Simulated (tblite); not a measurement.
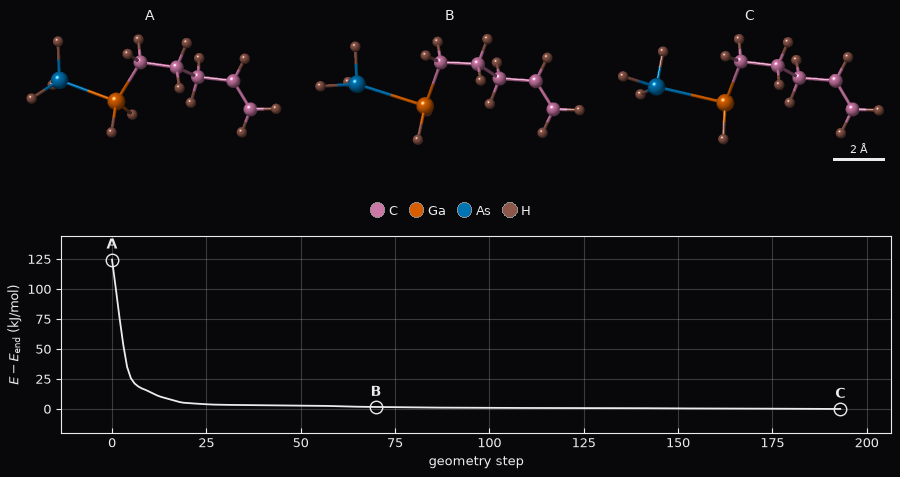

Frames of a relaxation of C$_{5}$H$_{14}$AsGa, marked on the history of the run. Style: ball-and-stick. Shown at a tilt.

Method: GFN2-xTB geometry optimisation, gas phase (tblite). 

### Describe the path.

After 193 geometry steps the energy has fallen by 124.5 kJ/mol. The atom that moves furthest after the best rigid fit is an H atom (0.94 Å). Largest moves by element: H 0.94 Å, Ga 0.44 Å, As 0.39 Å, C 0.15 Å. Near-neighbour distances that change, for instance: As–Ga 2.479 → 2.805 Å, As–H 1.575 → 1.490 Å, C–Ga 1.970 → 2.033 Å, C–C 1.490 → 1.534 Å. Bond angles that change, for instance: Ga–As–H 111.9° → 155.9°, As–Ga–H 104.9° → 85.1°, H–As–H 109.4° → 90.2°. From step 0 to 70: an H atom moves most (0.70 Å), energy −122.9 kJ/mol. From step 70 to 193: H atoms move most (0.63 Å), energy −1.65 kJ/mol.

```csv
step,"E − E(0), kJ/mol"
0,0.00
1,-23.91
2,-48.67
3,-71.31
4,-89.45
5,-98.89
6,-103.33
7,-105.86
8,-107.54
9,-108.77
10,-110.29
20,-119.59
29,-121.03
39,-121.30
49,-121.66
58,-122.05
68,-122.79
77,-123.15
87,-123.41
97,-123.59
106,-123.68
116,-123.72
126,-123.78
135,-123.83
145,-123.96
154,-124.09
164,-124.18
174,-124.26
183,-124.43
193,-124.51
```
